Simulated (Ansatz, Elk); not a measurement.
# How far do independent atoms describe Mg4CdW?

The structure of Mg4CdW used here is made up (a known structure type with other elements) and was relaxed beforehand with PBE. The aim is the Fourier transform of its all-electron density, F(hkl), set beside the sum over free spherical atoms that refinements use.

Method: DFT, PBE, all-electron APW+lo, Dirac cores, scalar-relativistic bands, static density, no spin, in Elk 11.2.3 (patched build).

The structure was built from a prototype and need not be the compound's stable phase.

**1. Set-up**

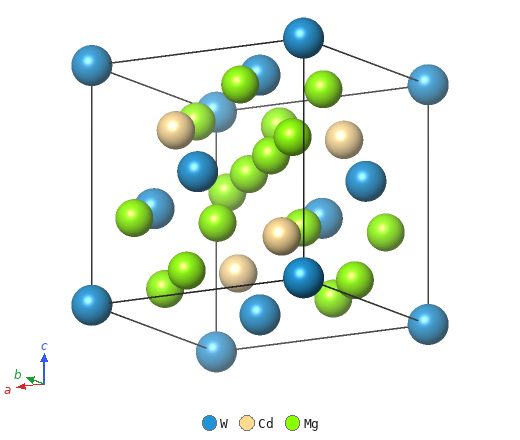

The starting structure, seen from a free direction (tungsten blue, cadmium orange, magnesium green). This picture shows the conventional cell, with its axes. Some periodic images of atoms are drawn too.

**2. Ground state and structure factors**

An all-electron density is needed, since X-rays see the cores too. Task 0 finds the density and task 195 Fourier-transforms it; tshift is off so that phases refer to the origin typed.

Input file elk.in:

```
tasks
  0
  195

xctype
  20

spinpol
  .false.

rgkmax
  7.0

gmaxvr
  14.0

lmaxo
  7

lmaxapw
  8

swidth
  0.002

tshift
  .false.

ramdisk
  .false.

hmaxvr
  5.5

maxscl
  120

epspot
  1e-06

sppath
  './'

avec
  -0.00000000000 7.38332559779 7.38332559779
  7.38332559779 -0.00000000000 7.38332559779
  7.38332559779 7.38332559779 0.00000000000

atoms
  3
  'W.in'
  1
  -0.0000000000 -0.0000000000 0.0000000000   0.000000 0.000000 0.000000
  'Cd.in'
  1
  0.2500000000 0.2500000000 0.2500000000   0.000000 0.000000 0.000000
  'Mg.in'
  4
  0.6262319021 0.6262319021 0.1213042936   0.000000 0.000000 0.000000
  0.6262319021 0.1213042936 0.6262319021   0.000000 0.000000 0.000000
  0.6262319021 0.6262319021 0.6262319021   0.000000 0.000000 0.000000
  0.1213042936 0.6262319021 0.6262319021   0.000000 0.000000 0.000000

ngridk
  5 5 5
```

Command:

```bash
$ OMP_NUM_THREADS=4 elk
```

Numbers of over 12 decimals in the logs are rounded to 6 here.

The program printed:

```text
┌─────────────────────────┐
│ Elk code version 11.2.3 │
└─────────────────────────┘

All units are atomic (Hartree, Bohr, etc.)

┌─────────────────────────────────────────────────┐
│ Ground-state run starting from atomic densities │
└─────────────────────────────────────────────────┘

Lattice vectors :
  -0.000000000       7.383325598       7.383325598
   7.383325598      -0.000000000       7.383325598
   7.383325598       7.383325598       0.000000000

Reciprocal lattice vectors :
 -0.4254983221      0.4254983221      0.4254983221
  0.4254983221     -0.4254983221      0.4254983221
  0.4254983221      0.4254983221     -0.4254983221

Unit cell volume      :    804.9817939
Brillouin zone volume :   0.3081438802

Muffin-tin inner radius fraction :   0.1000000000E-01

Nuclei treated as point charges

Species : 1 (W)
 parameters loaded from : W.in
 name : tungsten
 nuclear charge    :   -74.00000000
 electronic charge :    74.00000000
 atomic mass :    335119.8193
 muffin-tin radius :    2.800000000
 number of radial points in muffin-tin :   1393
 inner part over the whole radius :   0.9904299836E-02
 number on inner part of muffin-tin    :    999
 approximate nuclear radius :   0.1010025921E-03
 number of mesh points to nuclear radius :    520
 atomic positions (lattice), magnetic fields (Cartesian) :
  1 :   0.00000000  0.00000000  0.00000000    0.00000000  0.00000000  0.00000000

Species : 2 (Cd)
 parameters loaded from : Cd.in
 name : cadmium
 nuclear charge    :   -48.00000000
 electronic charge :    48.00000000
 atomic mass :    204912.7176
 muffin-tin radius :    2.600000000
 number of radial points in muffin-tin :   1193
 inner part over the whole radius :   0.9972693929E-02
 number on inner part of muffin-tin    :    850
 approximate nuclear radius :   0.8708852602E-04
 number of mesh points to nuclear radius :    426
 atomic positions (lattice), magnetic fields (Cartesian) :
  1 :   0.25000000  0.25000000  0.25000000    0.00000000  0.00000000  0.00000000

Species : 3 (Mg)
 parameters loaded from : Mg.in
 name : magnesium
 nuclear charge    :   -12.00000000
 electronic charge :    12.00000000
 atomic mass :    44305.30466
 muffin-tin radius :    2.200000000
 number of radial points in muffin-tin :    793
 inner part over the whole radius :   0.9941530515E-02
 number on inner part of muffin-tin    :    552
 approximate nuclear radius :   0.5710277704E-04
 number of mesh points to nuclear radius :    241
 atomic positions (lattice), magnetic fields (Cartesian) :
  1 :   0.62623190  0.62623190  0.12130429    0.00000000  0.00000000  0.00000000
  2 :   0.62623190  0.12130429  0.62623190    0.00000000  0.00000000  0.00000000
  3 :   0.62623190  0.62623190  0.62623190    0.00000000  0.00000000  0.00000000
  4 :   0.12130429  0.62623190  0.62623190    0.00000000  0.00000000  0.00000000

Total number of atoms per unit cell :    6
Total muffin-tin volume :    343.9834516
 ratio of muffin-tin to unit cell volume :   0.4273182999

Spin treatment :
 spin-unpolarised

Number of Bravais lattice symmetries :   48
Number of crystal symmetries         :   24
Crystal has no inversion symmetry
Complex Hermitian eigensolver will be used

k-point grid :      5     5     5
k-point offset :    0.000000000       0.000000000       0.000000000
k-point set is reduced with full crystal symmetry group
Total number of k-points :       14

Muffin-tin radius times maximum |G+k| :    7.000000000
 using average radius
Maximum |G+k| for APW functions       :    2.957746479
Maximum (1/2)|G+k|²                   :    4.374132117
Maximum |G| for potential and density :    14.00000000
Constant for pseudocharge density :   10
 order of it for each species :   17  17  17
 order of it for pair densities of each species (exact exchange by exxq0 0: 18) :   14  12   8
Radial integration step length :    1

G-vector grid sizes :     48    48    48
Number of G-vectors :    37309

Maximum angular momentum used for
 APW functions            :    8
 outer part of muffin-tin :    7
[...]
exchange                    :     -536.69841663543
 correlation                 :     -8.872570
 electron entropic           :    -0.20272751173237E-02
 total energy                :     -22565.227129973

Density of states at Fermi energy :    147.2014129
 (states/Hartree/unit cell)

Estimated indirect band gap :   0.3731706339E-02
 from k-point 5 to k-point 6
Estimated direct band gap   :   0.7669172726E-02
 at k-point 7

Charges :
 core                        :    84.00000000
 valence                     :    86.00000000
 interstitial                :    8.996017145
 muffin-tins (core leakage)
  species : 1 (W)
[...]
species : 2 (Cd)
[...]
species : 3 (Mg)
[...]
total in muffin-tins        :    161.0039829
 total calculated charge     :    169.9997118
 total charge                :    170.0000000
 error                       :   0.2882444563E-03

RMS change in Kohn-Sham potential (target) :   0.5724614831     (  0.1000000000E-05)
Absolute change in total energy (target)   :    1.273620285     (  0.1000000000E-03)

[... loops 3 to 14 left out ...]

┌──────────────────┐
│ Loop number : 15 │
└──────────────────┘

Energies :
 Fermi                       :     0.194458
 sum of occupied eigenvalues :     -13692.502300939
 electron kinetic            :      24883.448634459
 core electron kinetic       :      23795.959051065
 Coulomb                     :     -46900.866505820
 Coulomb potential           :     -37863.470428262
 nuclear-nuclear             :     -1854.6321685027
 electron-nuclear            :     -52262.302058118
 Hartree                     :      7216.0677208014
 Madelung                    :     -27969.131291688
 xc potential                :     -712.48050713616
 exchange                    :     -537.04509424912
 correlation                 :     -8.877128
 electron entropic           :    -0.21627392012585E-02
 total energy                :     -22563.342256364

Density of states at Fermi energy :    152.1309161
 (states/Hartree/unit cell)

Estimated indirect band gap :   0.3826792144E-02
 from k-point 10 to k-point 2
Estimated direct band gap   :   0.6705214307E-02
 at k-point 7

Charges :
 core                        :    84.00000000
 valence                     :    86.00000000
 interstitial                :    8.743756282
 muffin-tins (core leakage)
  species : 1 (W)
[...]
species : 2 (Cd)
[...]
species : 3 (Mg)
[...]
total in muffin-tins        :    161.2562437
 total calculated charge     :    169.9997237
 total charge                :    170.0000000
 error                       :   0.2763478701E-03

RMS change in Kohn-Sham potential (target) :   0.1876947774E-06 (  0.1000000000E-05)
Absolute change in total energy (target)   :   0.5080077244E-05 (  0.1000000000E-03)

Convergence targets achieved

┌──────────────────┐
│ Loop number : 16 │
└──────────────────┘

Energies :
 Fermi                       :     0.194458
 sum of occupied eigenvalues :     -13692.502296739
 electron kinetic            :      24883.448639395
 core electron kinetic       :      23795.959053985
 Coulomb                     :     -46900.866508702
 Coulomb potential           :     -37863.470433046
 nuclear-nuclear             :     -1854.6321685027
 electron-nuclear            :     -52262.302059201
 Hartree                     :      7216.0677190020
 Madelung                    :     -27969.131292179
 xc potential                :     -712.48050308797
 exchange                    :     -537.04509421956
 correlation                 :     -8.877128
 electron entropic           :    -0.21627392705290E-02
 total energy                :     -22563.342254279

Density of states at Fermi energy :    152.1309313
 (states/Hartree/unit cell)

Estimated indirect band gap :   0.3826800477E-02
 from k-point 10 to k-point 5
Estimated direct band gap   :   0.6705210313E-02
 at k-point 7

Charges :
 core                        :    84.00000000
 valence                     :    86.00000000
 interstitial                :    8.743756453
 muffin-tins (core leakage)
  species : 1 (W)
[...]
species : 2 (Cd)
[...]
species : 3 (Mg)
[...]
atom 2                    :    10.57469979     ( -0.9828258563E-07)
   atom 3                    :    10.57469979     ( -0.9828258563E-07)
   atom 4                    :    10.57469979     ( -0.9828258563E-07)
 total in muffin-tins        :    161.2562435
 total calculated charge     :    169.9997237
 total charge                :    170.0000000
 error                       :   0.2763478805E-03

┌──────────────────────────────┐
│ Self-consistent loop stopped │
└──────────────────────────────┘

Warning : core states of species 2 leak from the muffin-tin :   0.2385319333E-03

Wrote STATE.OUT
```

Wall time 20 s (4 threads of AMD EPYC 9B45 (Zen 5), shared host); peak memory 0.26 GiB.

SFACRHO.OUT:

```text

h k l indices transformed by vhmat matrix:
   1.000000000       0.000000000       0.000000000    
   0.000000000       1.000000000       0.000000000    
   0.000000000       0.000000000       1.000000000    

      h      k      l  multipl.   |H|            Re(F)            Im(F)           |F|

      0      0      0      1   0.0000000       170.00000      0.36456753E-16   170.00000    
      0      1      0      4  0.73698471       54.915313       29.196318       62.194185    
      0     -1      0      4  0.73698471       54.915313      -29.196318       62.194185    
      1      0      1      6  0.85099664       24.051760      0.17776716E-09   24.051760    
     -2     -1     -1     12   1.2034910       103.70751      0.72451767E-10   103.70751    
      1      0      2     12   1.4112183       73.458245      -50.028829       88.876304    
     -2     -1      0     12   1.4112183       73.458245       50.028829       88.876304    
      0     -2      0      4   1.4739694       23.227798      -33.356749       40.647303    
      0      0      2      4   1.4739694       23.227798       33.356749       40.647303    
      0     -2     -2      6   1.7019933       62.184804     -0.20049864E-07   62.184804    
      2     -1      0     12   1.8547042       45.566445       23.835762       51.424162    
      0      1     -2     12   1.8547042       45.566445      -23.835762       51.424162    
     -2     -1      1     24   1.9028863       22.945789      0.15247798E-09   22.945789    
      1      1     -2     12   2.0845076       87.115241      0.91557433       87.120052    
      3      0      1     12   2.0845076       87.115241     -0.91557433       87.120052    
      3      0      0      4   2.2109541       63.967619      -40.867279       75.907778    
     -3     -2      0     12   2.2109541       62.786546      -42.068075       75.576936    
     -3     -3     -1     12   2.2109541       62.786546       42.068075       75.576936
```

Elk indexes on the primitive cell of elk.in and gives |H| = 4π sin θ/λ in inverse bohr. Below, one row stands for each form hkl of the conventional cell (m members, Friedel mates merged), F is for one primitive cell and the density is static (no thermal factor). Free-atom factors are Waasmaier and Kirfel's, and R is Σm||F|−|F'||/Σm|F|.

```tsv
hkl	m	sin θ/λ (Å⁻¹)	abs F, DFT	neutral atoms	diff.	abs of complex diff.
111	8	0.111	62.194	62.256	-0.062	0.182
200	6	0.128	24.052	23.950	+0.102	0.102
220	12	0.181	103.707	103.940	-0.233	0.233
311	24	0.212	88.876	89.289	-0.413	0.415
222	8	0.222	40.647	41.026	-0.379	0.415
400	6	0.256	62.185	62.248	-0.063	0.063
331	24	0.279	51.424	51.557	-0.133	0.134
420	24	0.286	22.946	22.989	-0.044	0.044
422	24	0.314	87.120	87.224	-0.104	0.105
333	8	0.333	75.908	75.993	-0.085	0.114
511	24	0.333	75.577	75.622	-0.045	0.052
440	12	0.362	108.302	108.342	-0.040	0.040
531	48	0.379	46.157	46.183	-0.026	0.053
442	24	0.384	20.513	20.603	-0.090	0.090
```

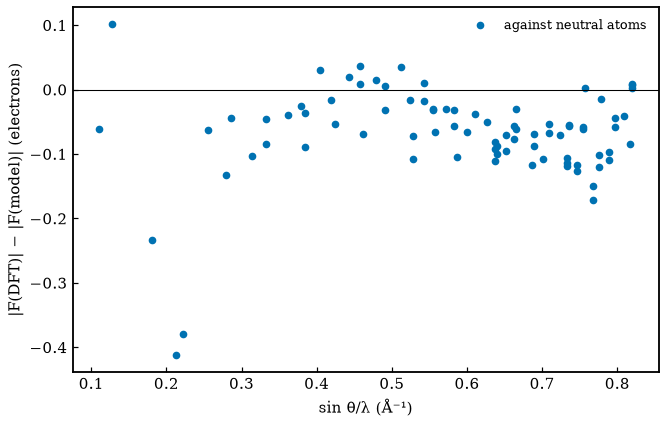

Difference between the calculated structure factors and the independent-atom ones.

**3. The highest occupied states alone**

An energy window below the Fermi level keeps the highest occupied states, to see at which angles they scatter; shallow core shells can lie inside it and anion s states outside. No new self-consistency is needed.

Edit elk.in of step 2 so:

```diff
@@ -1,3 +1,2 @@
 tasks
-  0
   195
@@ -40,2 +39,5 @@
 
+wsfac
+  -0.173030 0.494460
+
 sppath
```

Command:

```bash
$ OMP_NUM_THREADS=4 elk
```

The program printed:

```text
┌─────────────────────────────────┐
│ Elk code version 11.2.3 started │
└─────────────────────────────────┘

Info(readinput): the functional depends on the density's gradient
 muffin-tin radial points multiplied by    2.00000
 (not where nrmtscf is given)

┌────────────────────┐
│ Current task : 195 │
└────────────────────┘

Info(sfacrho): density structure factors written to SFACRHO.OUT

 Energy window :  -0.1730300000      0.4944600000

┌──────────────────┐
│ Elk code stopped │
└──────────────────┘
```

The job ended after 7.2 s (4 threads; peak memory 0.16 GiB; 9.4 s of CPU time).

States within 10 eV below the Fermi level hold 26.00 electrons; any levels below the window count with the cores. Their amplitudes can exceed the total, where window and core parts have opposite phase:

```tsv
hkl	sin θ/λ (Å⁻¹)	abs F, window	abs F, all
111	0.111	8.328	62.194
200	0.128	5.694	24.052
220	0.181	7.566	103.707
311	0.212	5.203	88.876
222	0.222	4.401	40.647
400	0.256	4.549	62.185
331	0.279	3.395	51.424
420	0.286	3.006	22.946
422	0.314	2.688	87.120
333	0.333	2.257	75.908
```

**4. Another functional**

The difference from free atoms is small, so it is set against the change that LDA (Perdew-Wang) makes.

Edit elk.in of step 3 so:

```diff
@@ -1,2 +1,3 @@
 tasks
+  0
   195
@@ -4,3 +5,3 @@
 xctype
-  20
+  3
 
@@ -39,5 +40,2 @@
 
-wsfac
-  -0.173030 0.494460
-
 sppath
```

Command:

```bash
$ OMP_NUM_THREADS=4 elk
```

The program printed:

```text
┌─────────────────────────┐
│ Elk code version 11.2.3 │
└─────────────────────────┘

All units are atomic (Hartree, Bohr, etc.)

┌─────────────────────────────────────────────────┐
│ Ground-state run starting from atomic densities │
└─────────────────────────────────────────────────┘

Lattice vectors :
  -0.000000000       7.383325598       7.383325598
   7.383325598      -0.000000000       7.383325598
   7.383325598       7.383325598       0.000000000

Reciprocal lattice vectors :
 -0.4254983221      0.4254983221      0.4254983221
[...]
species : 1 (W)
[...]
species : 2 (Cd)
[...]
species : 3 (Mg)
[...]
atom 3                    :    10.58446280     ( -0.1573064651E-05)
   atom 4                    :    10.58446280     ( -0.1573064651E-05)
 total in muffin-tins        :    161.3530637
 total calculated charge     :    169.9997341
 total charge                :    170.0000000
 error                       :   0.2658945619E-03

┌──────────────────────────────┐
│ Self-consistent loop stopped │
└──────────────────────────────┘

Warning : core states of species 2 leak from the muffin-tin :   0.2397438608E-03

Wrote STATE.OUT
[key lines of the parts left out:]
total energy                :     -22545.650674775
```

Wall time 13 s (4 threads); peak memory 0.2 GiB.

Against the first run R = 0.03 %; the largest change is -0.085 at 440.

**5. A coarser k-mesh**

About half the k-points along each axis test the sampling.

Edit elk.in of step 4 so:

```diff
@@ -5,3 +5,3 @@
 xctype
-  3
+  20
 
@@ -64,2 +64,2 @@
 ngridk
-  5 5 5
+  2 2 2
```

Command:

```bash
$ OMP_NUM_THREADS=4 elk
```

The program printed:

```text
┌─────────────────────────┐
│ Elk code version 11.2.3 │
└─────────────────────────┘

All units are atomic (Hartree, Bohr, etc.)

┌─────────────────────────────────────────────────┐
│ Ground-state run starting from atomic densities │
└─────────────────────────────────────────────────┘

Lattice vectors :
  -0.000000000       7.383325598       7.383325598
   7.383325598      -0.000000000       7.383325598
   7.383325598       7.383325598       0.000000000

Reciprocal lattice vectors :
 -0.4254983221      0.4254983221      0.4254983221
[...]
species : 1 (W)
[...]
species : 2 (Cd)
[...]
species : 3 (Mg)
[...]
atom 3                    :    10.57525813     ( -0.9828258651E-07)
   atom 4                    :    10.57525813     ( -0.9828258651E-07)
 total in muffin-tins        :    161.2719574
 total calculated charge     :    169.9997320
 total charge                :    170.0000000
 error                       :   0.2679501555E-03

┌──────────────────────────────┐
│ Self-consistent loop stopped │
└──────────────────────────────┘

Warning : core states of species 2 leak from the muffin-tin :   0.2389345390E-03

Wrote STATE.OUT
[key lines of the parts left out:]
total energy                :     -22563.342971258
```

Run time: 13 s. Hardware: 4 threads; peak memory 0.31 GiB; 25 s of CPU time.

Against the first run R = 0.01 %; the largest change is +0.041 at 220.

**6. Settings against the effect**

```tsv
run	R against the first run (%)	R against neutral atoms, low angle (%)	wall time
PBE, rgkmax 7	0.00	0.33	20 s
LDA (Perdew-Wang)	0.03	0.32	13 s
k-mesh 2×2×2	0.01	0.33	13 s
```

**7. What came out**

```json
{
 "R against neutral atoms, sin θ/λ < 0.3 Å⁻¹": "0.33 %",
 "R against neutral atoms, 0.3 to 0.82 Å⁻¹": "0.15 %"
}
```

In words: Independent neutral atoms miss the calculated amplitudes by R = 0.33 % below 0.3 Å⁻¹ and 0.15 % from there to 0.82 Å⁻¹; by shells, 0.17 % below 0.15 Å⁻¹ (2 forms), 0.35 % 0.15 to 0.3 (6 forms), 0.08 % 0.3 to 0.45 (11 forms), 0.17 % above 0.45 (64 forms). Bonding, aspherical density and the tables' own atoms all enter these figures, and the runs don't part them. The largest change of an amplitude is -0.41 electrons, at 311. R counts amplitudes alone; phases shift too. The window's part falls from 26.0 electrons at the origin to at most 0.59 between 0.45 and 0.82 Å⁻¹. Below 0.3 Å⁻¹ the changes that finished (LDA (Perdew-Wang) and k-mesh 2×2×2) move F by R = 0.03 % at most, against the 0.33 % that separates it from free atoms. The basis has no finished test. These runs have no spin, though d or f shells may be open. Spin-orbit coupling is left out, which can matter for elements this heavy. Part of the difference isn't bonding: the tables are fits to free atoms and ions calculated by other methods than this functional. Thermal motion, anomalous dispersion and extinction are left out.

[Logs are printed without paths, hosts, clocks, repeated set-up lines and the standing remarks that a program may print on its own settings, such as how far it seeks lower states.]

[Hosts, paths, dates, database ids (printed as entryN), source tags and the programs' standing remarks are cut or masked in the printed files.]
